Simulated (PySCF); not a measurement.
```xyz
17

C    -0.2508   -0.6242   -1.3131
N    -0.0009    0.0001   -0.0011
C     0.0654    1.4642   -0.1588
C    -1.0939   -0.3447    0.9258
C     1.2772   -0.4931    0.5432
H    -1.1930   -0.2692   -1.7274
H    -0.3006   -1.7073   -1.2136
H     0.5498   -0.3757   -2.0081
H     0.2557    1.9393    0.8022
H    -0.8746    1.8449   -0.5546
H     0.8664    1.7344   -0.8449
H    -2.0460    0.0132    0.5381
H    -1.1545   -1.4239    1.0547
H    -0.9215    0.1121    1.8989
H     1.2440   -1.5744    0.6662
H     2.0959   -0.2447   -0.1302
H     1.4744   -0.0390    1.5129
```

Geometry: GFN2-xTB.

Theory: PBE0/pcSseg-1, SCF density, gas phase, non-relativistic (PySCF).

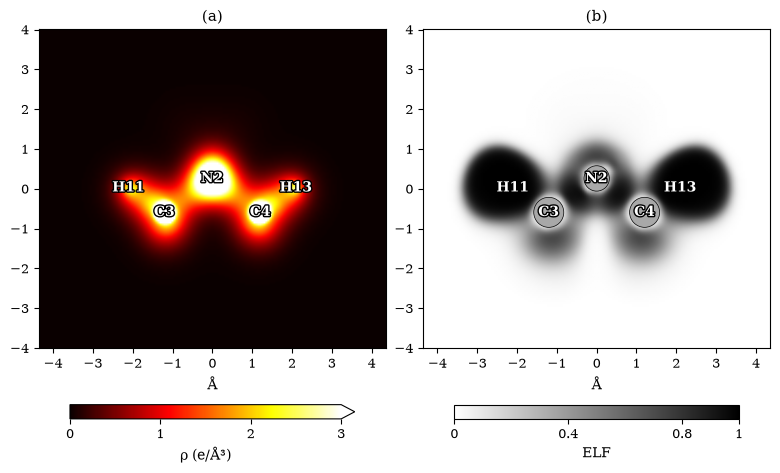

C4H12N (SMILES C[N+](C)(C)C) (charge +1). (a) total electron density; (b) ELF on the plane of atoms C3, N2 and C4. Grey discs cover the atomic cores in the ELF map.

Question: What does the map show?

Answer: The section cuts through N, C and H sites.
C–N (1.47 Å): ρ is about 1.9 e/Å³ halfway; the ELF peaks at about 0.95 between the atoms (localised, covalent bonding).
C–H (1.09 Å): the density is about 2.1 e/Å³ at the midpoint; the ELF climbs to about 1 towards the hydrogen, as it does in any bond to H: a covalent bond by its length.
